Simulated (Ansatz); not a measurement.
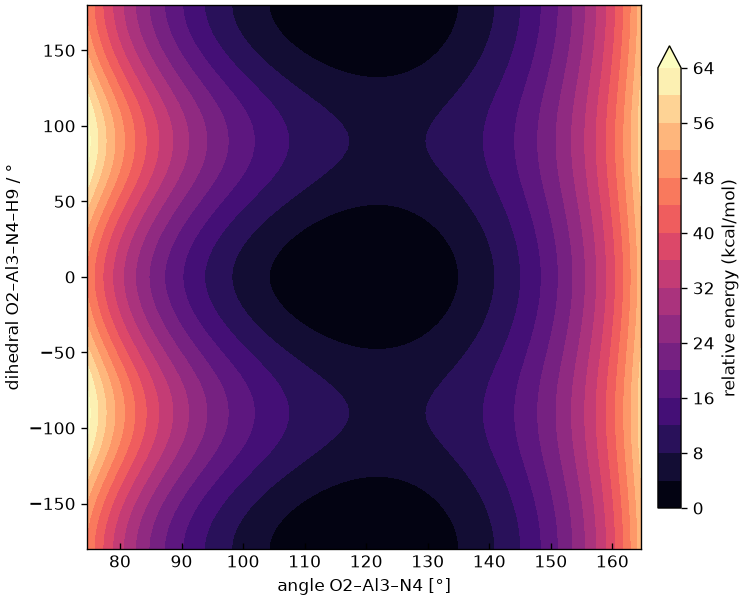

CH5AlFNO, SMILES C[O][Al]([NH2])[F]. Coordinates scanned: (1) angle O2–Al3–N4; (2) dihedral O2–Al3–N4–H9. Nothing is relaxed (all other coordinates rigid). The scan uses a 9 × 10 grid. Points are written as (first, second). Energies are in kcal/mol, from the lowest grid point. Level of theory: Ansatz 0.2.0, RKS PBE-D4/def2-TZVP.

In the figure: filled contours, one colour for all values above the top of the scale. Between grid points the surface is interpolated.

The lowest grid point is at (119.7°, −180°); the map holds 2 wells of about this depth. It is the only kind of minimum in the scanned range. The highest grid point, (74.7°, −72°), lies 63.6 kcal/mol above the lowest. On the interpolated surface the easiest way out of the lowest well to a well of about the same depth near (119.7°, 0°) passes a barrier of about 7.3 kcal/mol. Round the minimum the two coordinates are nearly uncoupled.

The level of theory is changed to Ansatz 0.2.0, RKS PBE0-D4/def2-TZVP; with it change the reference geometry, relaxed at the new level; the new grid has 13 × 12 points, laid about the new relaxed structure.

What does this change do to the map?

Answer. The minimum (interpolated where it lies between grid points) moves from (119.7°, −180°) to (120.3°, −180°). The easiest pass out of the lowest well goes from about 7.3 to about 7.5 kcal/mol on the interpolated surfaces.

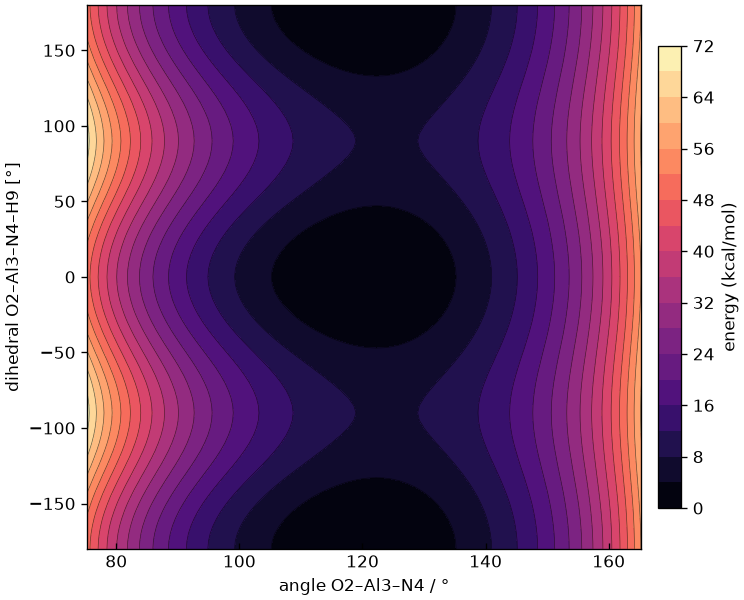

The map after the change, on a colour scale of its own. In the figure: filled contours. Between grid points the surface is interpolated.
